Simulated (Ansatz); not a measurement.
# CH6F2NSi (charge +1): what the fields show

```xyz
11

C    -1.5259    1.0821    0.8490
F    -1.7730   -1.0847   -1.0852
F    -1.1706    1.2869   -2.0369
N     0.7110   -0.1648   -0.8420
Si   -1.1250    0.3345   -0.7600
H    -1.3614    0.3726    1.6756
H    -2.5936    1.3608    0.8539
H    -0.9401    1.9984    1.0254
H     0.9190   -0.5913   -1.7590
H     0.9751   -0.8607   -0.1290
H     1.3540    0.6341   -0.7384
```

Geometry: B3LYP-D3(BJ)/def2-SVP.

The calculation used isolated molecule in a Gaussian basis; Kohn-Sham density functional theory, functional PBE0 in Ansatz 0.2.0.

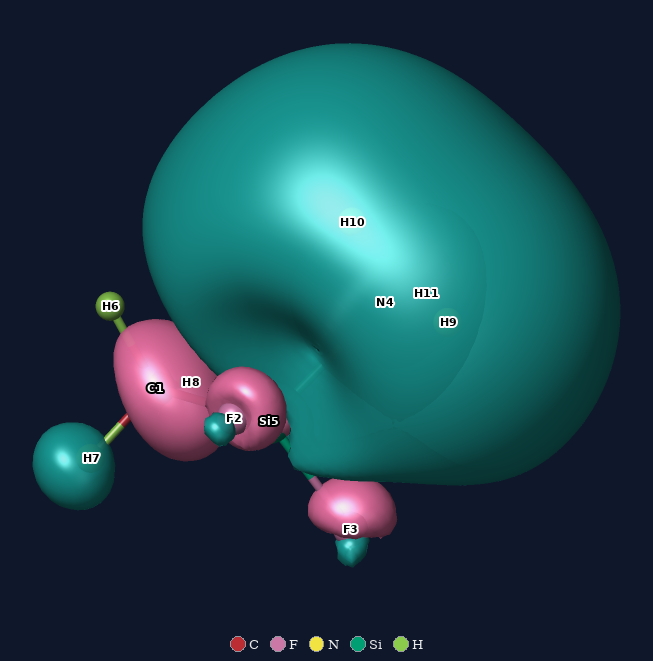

Figure 1. The LUMO at ±0.06 Å⁻³ᐟ² (teal and pink are the two phases), seen at a tilt.

> Describe this orbital and give its energy.

By Hirshfeld shares it lies mainly on H11 (about 20 %), H10 (about 20 %), N4 (about 15 %), H9 (about 15 %) and Si5 (about 15 %). Its energy is −5.31 eV.

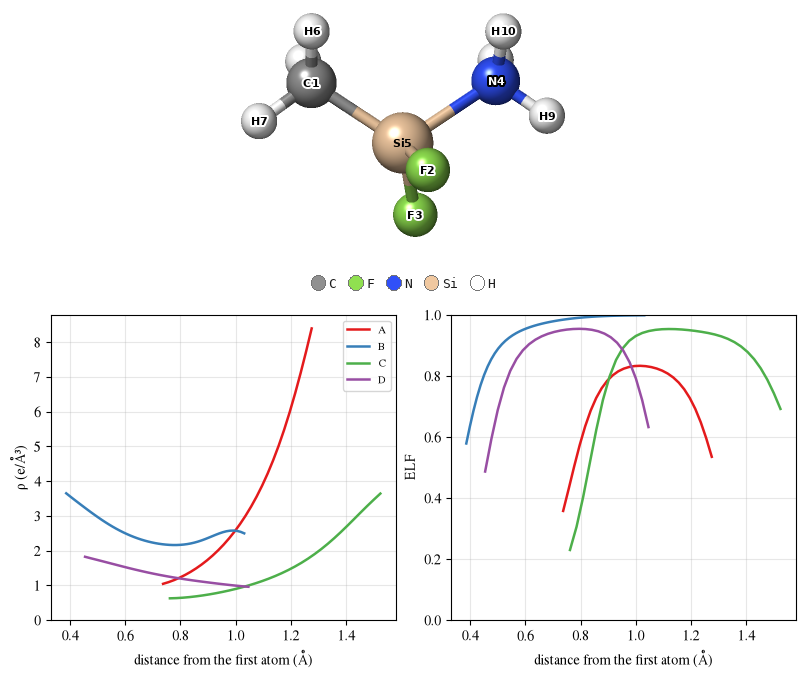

Figure 2. Electron density and electron localisation function along straight lines between neighbouring atoms. The curves leave out the atomic cores. The structure is drawn too.

> Which curve belongs to which contact (C–Si, N–H, Si–F and Si–N)? The first atom named is at distance zero.

Curve A: Si–F (1.59 Å): the density is about 1.2 e/Å³ at the midpoint; the ELF peaks at about 0.85 in the valence shell of F, 0.6 Å from its nucleus, and is about 0.55 at the midpoint. Curve B: N–H (1.03 Å): ρ is about 2.9 e/Å³ halfway; the ELF climbs to about 1 towards the hydrogen, as it does in any bond to H (a covalent bond by its length). Curve C: Si–N (1.90 Å): the density is about 0.81 e/Å³ at the midpoint; the ELF peaks at about 0.95 between the atoms: a polar covalent bond. Curve D: C–Si (1.82 Å): ρ at the midpoint is about 1.1 e/Å³; the ELF peaks at about 0.95 between the atoms: a covalent bond.

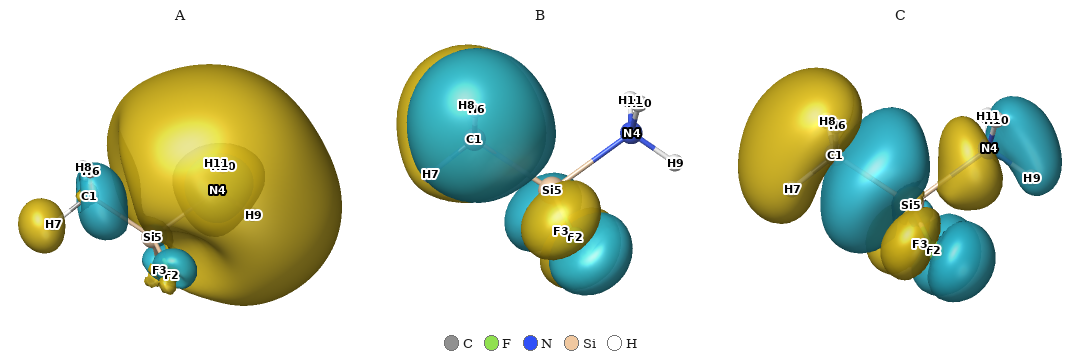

Figure 3. Three frontier orbitals at ±0.05 Å⁻³ᐟ² (yellow and cyan are the two phases), in no order.

> Order the three orbitals by energy and name them.

B is the HOMO−1 (−16.57 eV). Its weight (Hirshfeld) is mainly on C1 (about 40 %), H6 (about 15 %), H8 (about 15 %), F2 (about 10 %) and F3 (about 10 %). C is the HOMO (−15.49 eV). By Hirshfeld shares it lies mainly on C1 (about 40 %), Si5 (about 20 %), F3 (about 10 %), F2 (about 10 %) and N4 (about 5 %). A is the LUMO (−5.31 eV). Its weight (Hirshfeld) is mainly on H11 (about 20 %), H10 (about 20 %), N4 (about 15 %), H9 (about 15 %) and Si5 (about 15 %).

> What is the HOMO–LUMO gap?

10.18 eV between the orbital energies.
